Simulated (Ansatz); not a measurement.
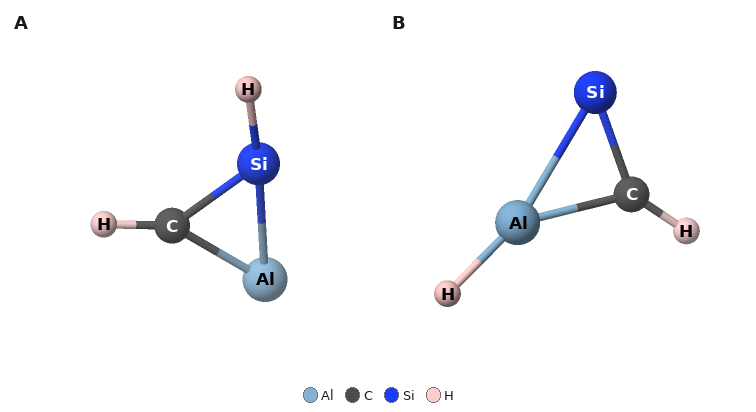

2 stationary structures of one formula. The species is neutral and a spin doublet. Geometries: PBE0-D4/def2-TZVP. Electronic energies: UHF-CCSD(T) (frozen core)/def2-TZVPP (Ansatz 0.2.0), without zero-point energy. No frequency run is at hand to confirm each as a minimum.

Which structure is the most stable?

B is lowest (Cs); A lies 8.5 kcal/mol above it (Cs).
